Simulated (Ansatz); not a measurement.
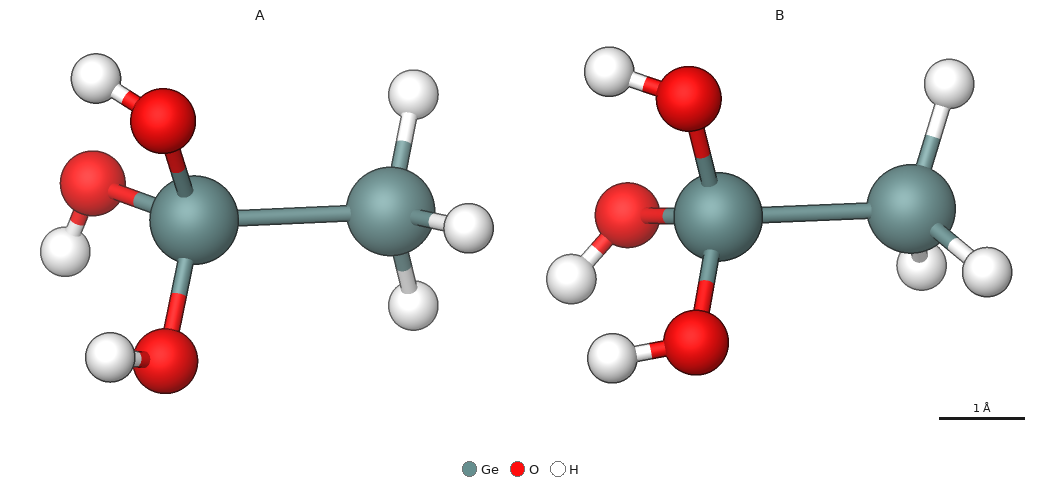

Two geometries of Ge2H6O3, drawn at one scale. One is the start of a relaxation, the other its converged end. Style: ball-and-stick. Shown from a free direction.

These are results of Ansatz, RKS PBE/def2-SVP, not measurements. Set-up: no spin polarisation; force threshold 0.02 eV/Å; at most 40 steps.

Which one is relaxed?

Answer. Structure A is the relaxed one. The run prepares the start of a later molecular dynamics calculation, from a guessed geometry. After 13 accepted moves (14 points after the start) the energy has fallen by 0.270 eV. The largest force component goes from 1.9 to 0.011 eV/Å. The line search rejected the trial step at point 7 of the run. The forces were under the threshold at step 8, but the run went on from there. The largest moves after the best rigid fit, 0.60 Å, are those of H atoms. By element the largest moves are H 0.60 Å, O 0.44 Å, Ge 0.07 Å. Among the contacts that change: Ge–O 1.769 → 1.806 Å, H–O 1.010 → 0.976 Å, Ge–Ge 2.400 → 2.433 Å. Bond angles that change, for instance: O–Ge–O 109.5° → 102.8°, Ge–Ge–O 109.5° → 114.7°, Ge–Ge–O 109.5° → 112.4°. Groups turn about Ge–O by about 50°, Ge–Ge by about 35°, Ge–O by about 35°.
